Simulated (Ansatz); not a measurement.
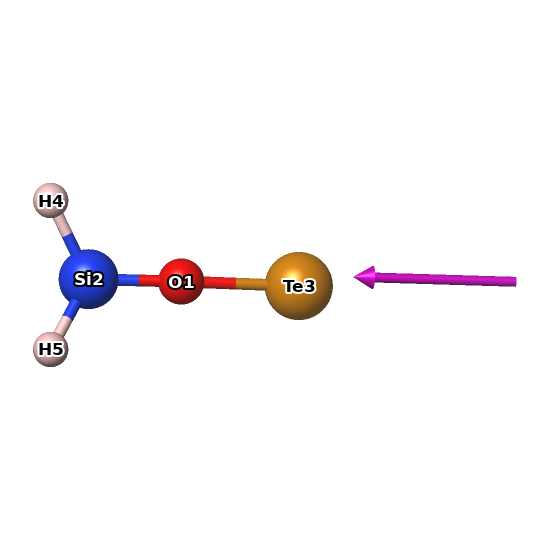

The arrow beside the molecule shows the direction of the dipole moment, from the negative to the positive end (its length means nothing). The computed structure is the end point of a PBE-D4/def2-SVP optimisation. No frequency run is at hand to confirm it as a minimum. Method: RKS PBE-D4/def2-SVP, core potentials on Te (Ansatz 0.2.0).

Estimate the dipole moment.

3.50 D; it points from the side of Te3 to the side of H4, H5 (the outermost atoms at the two ends).
